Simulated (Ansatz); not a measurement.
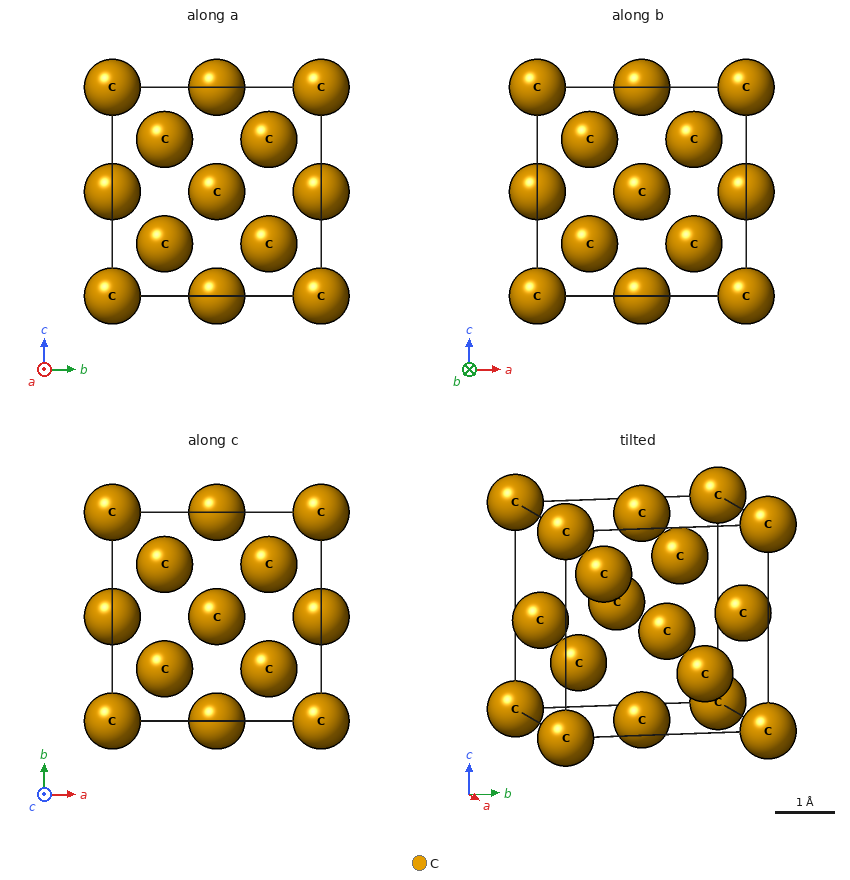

Spheres-only representation of a periodic structure, projected along the a axis, along the b axis, along the c axis and slightly off an axis. The box is the conventional unit cell; atoms on or close to its faces, edges and corners are drawn wherever they repeat.

Lattice parameters: a = 3.5716 Å, b = 3.5716 Å, c = 3.5716 Å, α = 90.000°, β = 90.000°, γ = 90.000°.

> Transcribe the picture into a CIF with its space group and independent sites.

```cif
data_structure
_symmetry_space_group_name_H-M 'F d -3 m :1'
_symmetry_Int_Tables_number 227
_cell_length_a 3.5716
_cell_length_b 3.5716
_cell_length_c 3.5716
_cell_angle_alpha 90.000
_cell_angle_beta 90.000
_cell_angle_gamma 90.000
_cell_volume 45.56
loop_
_atom_site_label
_atom_site_type_symbol
_atom_site_symmetry_multiplicity
_atom_site_Wyckoff_symbol
_atom_site_fract_x
_atom_site_fract_y
_atom_site_fract_z
_atom_site_occupancy
C1 C 8 a 0.0000 0.5000 0.5000 1
```

The structure was taken from a structure type filled with this element by a generator (whether the element takes this form wasn't checked). The structure drawn was relaxed with DFT, PBE, PAW with Ansatz's earlier generated frozen-core files (soft_1), scalar-relativistic in Ansatz.
